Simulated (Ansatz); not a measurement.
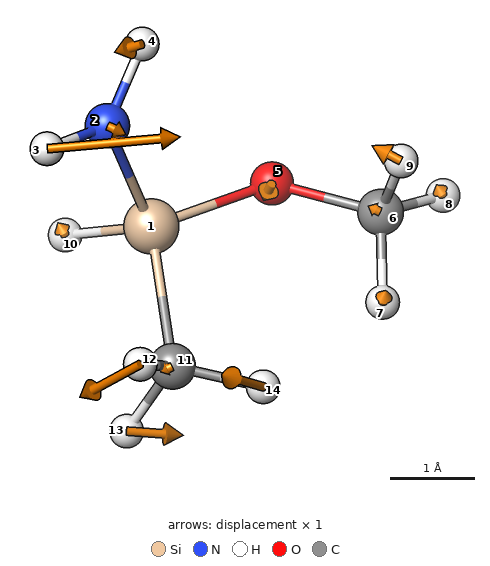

This is a relaxation of C$_{2}$H$_{9}$NOSi. The starting structure is drawn; orange arrows show the displacements, at their true length. The two geometries are superimposed by the best rigid fit.

The picture is a ball-and-stick view, seen at a tilt.

The run prepares the start of a later molecular dynamics calculation, from a guessed geometry.

These are results of RKS CAM-B3LYP/STO-3G (Ansatz 0.2.0), not measurements. Set-up: no spin polarisation; force threshold 0.02 eV/Å; at most 40 steps.

Describe the change and its energy.

Answer. After 23 accepted moves (25 points after the start) the energy has fallen by 72.5 kJ/mol. Largest force component: 2.5 eV/Å at the start, 0.017 eV/Å at the end. The line search rejected the trial steps at points 9, 14 of the run. The atom that moves furthest after the best rigid fit is H3 (1.62 Å). By element the largest moves are H 1.62 Å, O 0.36 Å, N 0.26 Å, C 0.18 Å, Si 0.06 Å. Among the contacts that change: Si1–N2 1.820 → 1.732 Å, Si1–O5 1.680 → 1.711 Å, O5–C6 1.420 → 1.450 Å, N2–H3 1.060 → 1.035 Å. Bond angles that change, for instance: Si1–O5–C6 125.0° → 112.5°, H3–N2–H4 120.0° → 108.2°, O5–Si1–H10 109.5° → 102.9°. Groups turn about Si1–C11 by about 60°, Si1–O5 by about 30°. The run took 34 s on 1 thread of AMD EPYC 9R45 96-Core Processor (Zen 5), on a shared host, peak memory 0.17 GiB.

Limits of the set-up: STO-3G is a minimal basis, so the numbers are rough.
